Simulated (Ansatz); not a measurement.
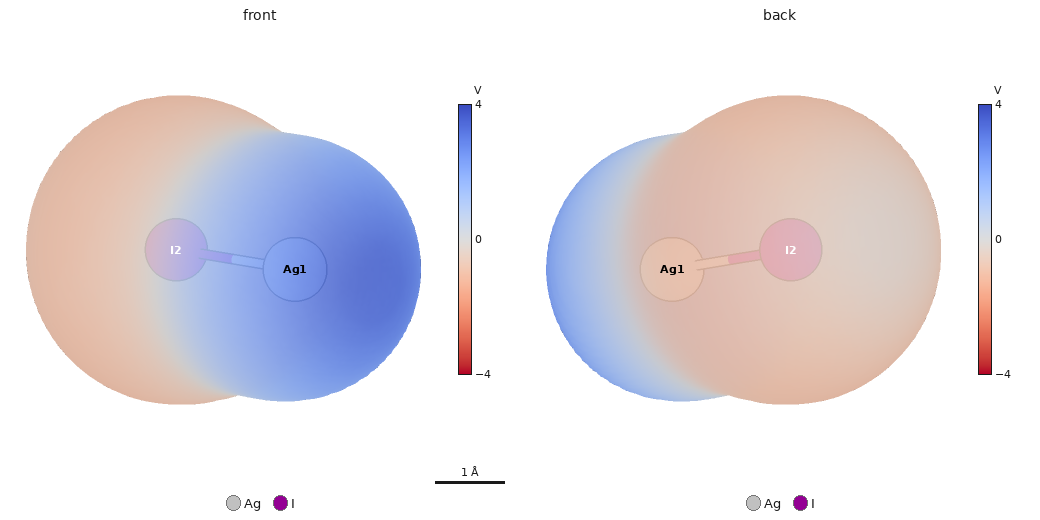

*AgI (SMILES [Ag][I]). The molecular electrostatic potential painted on the density surface at 0.002 e/bohr³, seen from the front and from behind; the colour scale runs from red (negative) to blue (positive).*

Geometry: PBE0-D4/def2-TZVP; core potentials replace the inner electrons of Ag and I.

Theory: RKS PBE0-D4/def2-TZVPP (Ansatz 0.2.0).

```json
{"atom": "Ag", "x (Å)": "0.0000", "y (Å)": "0.0000", "z (Å)": "-0.0104"}
{"atom": "I", "x (Å)": "0.0000", "y (Å)": "0.0000", "z (Å)": "2.5550"}
```

**Describe the electrostatic potential map.**

The most negative region (about −1.0 V) lies over I2, the most positive (about +3.4 V) over Ag1.
